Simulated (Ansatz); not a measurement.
**CH6AlOSi (SMILES [CH3][Al][O][SiH3]): USVWN5/def2-SVP**

What is the vertical doublet–quartet gap of CH6AlOSi at USVWN5/def2-SVP? 

Program for the calculation: Ansatz 0.2.0.

105 further runs of the same task are left out: 105 set aside as unsound or not needed.

## 1. Starting point

CH6AlOSi has 10 atoms, charge 0, and is taken as a doublet. SMILES: `[CH3][Al][O][SiH3]`. The shape is that of a PBE0-D4/def2-TZVP optimisation. This is one conformer, not always the lowest.

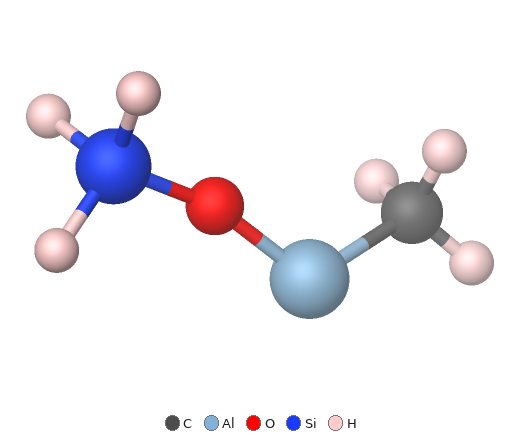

Viewed from a chosen angle; carbon dark grey, aluminium light blue, oxygen red, silicon blue, hydrogen pink.

## 2. A single-point energy at USVWN5/def2-SVP

File job.yaml:

```yaml
crystal:
  periodic: [false, false, false]
  atoms:
    - {symbol: C, position_ang: [0.243800, 1.981800, -1.341400]}
    - {symbol: Al, position_ang: [1.086500, 0.300600, -0.766100]}
    - {symbol: O, position_ang: [0.194200, -0.660700, 0.309100]}
    - {symbol: Si, position_ang: [-0.287900, -1.859400, 1.294000]}
    - {symbol: H, position_ang: [-0.701000, 1.751800, -1.844500]}
    - {symbol: H, position_ang: [0.014800, 2.586100, -0.457700]}
    - {symbol: H, position_ang: [0.869800, 2.566000, -2.016900]}
    - {symbol: H, position_ang: [0.686800, -2.984600, 1.283800]}
    - {symbol: H, position_ang: [-1.611000, -2.377800, 0.854700]}
    - {symbol: H, position_ang: [-0.413000, -1.355000, 2.687900]}
basis:
  gaussian:
    orbitals: def2-SVP
magnetization:
  spin_polarized: true
  initial_magnetization: 1
hamiltonian:
  xc: {name: SVWN5}
accuracy: high
output:
  orbitals: {seedname: orbitals}
```

Launch:

```console
$ ansatz run job.yaml --threads 1 --pin off --max-ram 3480MiB --events-out events.jsonl --progress --plain --runs-dir runs
```

Output:

```text
Warning: RAYON_NUM_THREADS=1 ignored (pool sized by the plan → 1); use --threads N
Functional definition: SVWN5
  name "SVWN5"
  exchange = slater_x
  correlation = vwn5_c
2093 factors; integrals over basis functions are off by at most 7.8e-9 eV
mean field evaluation 1: about -17549.6371 eV, gradient 5.9e1 eV
mean field evaluation 2: about -17469.8225 eV, gradient 1.3e2 eV
mean field evaluation 4: about -17563.9687 eV, gradient 1.3e1 eV
mean field evaluation 8: about -17564.8290 eV, gradient 1.6e-1 eV
mean field evaluation 16: about -17564.8291 eV, gradient 1.9e-5 eV
mean field -17564.82910631 eV, -645.4955637883 hartree, gradient 2.6e-8 eV, S^2 0.751134; 0 other end points of the search recorded, 0 dependent functions left out
reference -17564.82911019 eV, -645.4955639306 hartree; 24, 23 occupied and 70, 71 virtual orbitals, 2093 factors
Total energy: -17564.82911019 eV, -645.4955639306 hartree
```

Wall time 5.7 s (1 thread of Arm Neoverse V2, shared host); peak memory 0.28 GiB.

## 3. The quartet

File in.yaml:

```yaml
crystal:
  periodic: [false, false, false]
  atoms:
    - symbol: C
      position_ang: [0.243800, 1.981800, -1.341400]
    - symbol: Al
      position_ang: [1.086500, 0.300600, -0.766100]
    - symbol: O
      position_ang: [0.194200, -0.660700, 0.309100]
    - symbol: Si
      position_ang: [-0.287900, -1.859400, 1.294000]
    - symbol: H
      position_ang: [-0.701000, 1.751800, -1.844500]
    - symbol: H
      position_ang: [0.014800, 2.586100, -0.457700]
    - symbol: H
      position_ang: [0.869800, 2.566000, -2.016900]
    - symbol: H
      position_ang: [0.686800, -2.984600, 1.283800]
    - symbol: H
      position_ang: [-1.611000, -2.377800, 0.854700]
    - symbol: H
      position_ang: [-0.413000, -1.355000, 2.687900]
basis:
  gaussian: {orbitals: def2-SVP}
magnetization: {spin_polarized: true, initial_magnetization: 3}
hamiltonian: {xc: {name: SVWN5}}
accuracy: high
output: {orbitals: {seedname: orbitals}}
```

Launch:

```console
$ ansatz run in.yaml --threads 1 --pin off --max-ram 3480MiB --events-out events.jsonl --progress --plain --runs-dir runs
```

Output:

```text
Warning: RAYON_NUM_THREADS=1 ignored (pool sized by the plan → 1); use --threads N
[... 4 set-up lines as earlier in the session ...]
2093 factors; integrals over basis functions are off by at most 7.8e-9 eV
mean field evaluation 1: about -17541.1636 eV, gradient 5.9e1 eV
mean field evaluation 2: about -17326.9220 eV, gradient 1.8e2 eV
mean field evaluation 4: about -17545.4799 eV, gradient 3.2e1 eV
mean field evaluation 8: about -17557.1041 eV, gradient 1.4e1 eV
mean field evaluation 16: about -17559.0896 eV, gradient 2.2e-1 eV
mean field evaluation 32: about -17556.3492 eV, gradient 1.1e1 eV
mean field evaluation 64: about -17556.5834 eV, gradient 3.5e0 eV
mean field evaluation 96: about -17558.9170 eV, gradient 3.1e-1 eV
mean field -17559.09389952 eV, -645.2847988260 hartree, gradient 2.9e-8 eV, S^2 3.751896; 6 other end points of the search recorded, 0 dependent functions left out
reference -17559.09390333 eV, -645.2847989661 hartree; 25, 22 occupied and 69, 72 virtual orbitals, 2093 factors
Total energy: -17559.09390333 eV, -645.2847989661 hartree
```

Run time: 18 s. Hardware: 1 thread of Arm Neoverse V2, shared host; peak memory 0.31 GiB.

## 4. What came out

Level: USVWN5/def2-SVP.

| quantity | value |
| --- | --- |
| doublet: total energy | -645.49556 Eh |
| doublet: HOMO energy (highest over α and β) | -4.34 eV |
| doublet: LUMO energy (lowest over α and β) | -3.24 eV |
| doublet: ⟨S²⟩ | 0.751 |
| quartet: total energy | -645.28480 Eh |
| quartet: HOMO energy (highest over α and β) | -1.79 eV |
| quartet: ⟨S²⟩ | 3.752 |
| vertical energy of the quartet above the doublet | 5.735 eV |

At this shape the quartet lies 5.74 eV (553 kJ/mol) above the doublet.
